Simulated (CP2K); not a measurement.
Consider methyl acetate at its PBE geometry (Å).

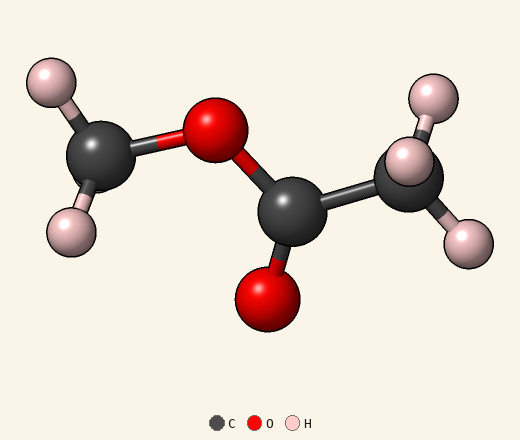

The molecule (carbon dark grey, oxygen red, hydrogen pink).

```xyz
11

C     1.8512    0.2589    0.1075
O     0.4833    0.1657    0.5798
C    -0.4375   -0.1196   -0.3890
C    -1.8241   -0.2043    0.1969
O    -0.1417   -0.2802   -1.5611
H     1.9448    1.0601   -0.6364
H     2.4489    0.4808    0.9961
H     2.1639   -0.6890   -0.3478
H    -2.5421   -0.4270   -0.5969
H    -2.0863    0.7428    0.6860
H    -1.8603   -0.9882    0.9649
```

Method: CP2K XAS_TDP, all-electron GAPW, PBEh(45%), aug-cc-pVDZ, TDA, no relativity.

Question: Predict the bright core excitations at the C K edge.

Leading lines: C1 284.92 eV, C3 283.53 eV and C4 285.01 eV. The leading line of an atom is its first one with 35 % of the strongest within 2.5 eV of its lowest line over the strength cut. 

The first six lines of each atom with a strength over 0.0015:

| atom | energy (eV) | states | strength, one atom |
| --- | --- | --- | --- |
| C1 (bonded to O and 3 H) | 284.92 | 1 | 0.0413 |
|  | 285.77 | 1 | 0.0039 |
|  | 286.08 | 1 | 0.0243 |
|  | 286.22 | 1 | 0.0186 |
|  | 286.67 | 1 | 0.0071 |
|  | 287.41 | 1 | 0.0033 |
| C3 (bonded to C and 2 O) | 283.53 | 1 | 0.0772 |
|  | 288.78 | 1 | 0.0015 |
|  | 289.21 | 1 | 0.0058 |
|  | 289.30 | 1 | 0.0066 |
|  | 289.95 | 1 | 0.0094 |
|  | 290.64 | 2 | 0.0034 |
| C4 (bonded to C and 3 H) | 283.57 | 1 | 0.0020 |
|  | 284.10 | 1 | 0.0044 |
|  | 285.01 | 1 | 0.0226 |
|  | 285.12 | 1 | 0.0188 |
|  | 285.49 | 1 | 0.0016 |
|  | 285.91 | 1 | 0.0024 |

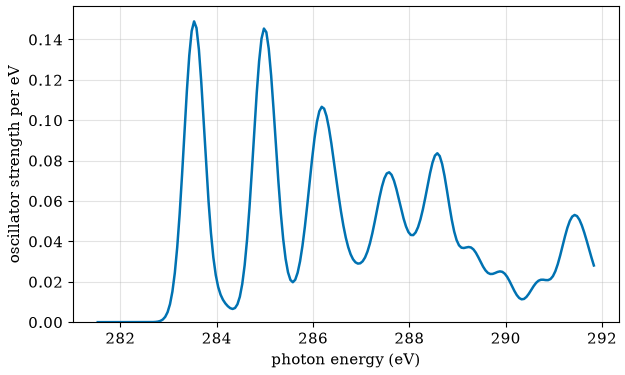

All atoms added, broadened by 0.5 eV.

Lines are vertical, at one geometry, with no vibrational structure. Without a correction of the core level, line positions, and the gaps between valence and Rydberg lines, follow the share of exact exchange. At this level such K lines come out 3 to 6 eV under measured ones. These values hold no scalar relativity, about 0.1 eV for C 1s. Rydberg lines, and the discretised continuum above threshold, depend on the basis and the box.

[Banner, clock and machine lines of the logs are left out without a mark of their own.]

[Logs are printed without paths, hosts, clocks, repeated set-up lines and the standing remarks that a program may print on its own settings, such as how far it seeks lower states.]

[Hosts, paths, dates, database ids (printed as entryN), source tags and the programs' standing remarks are cut or masked in the printed files.]
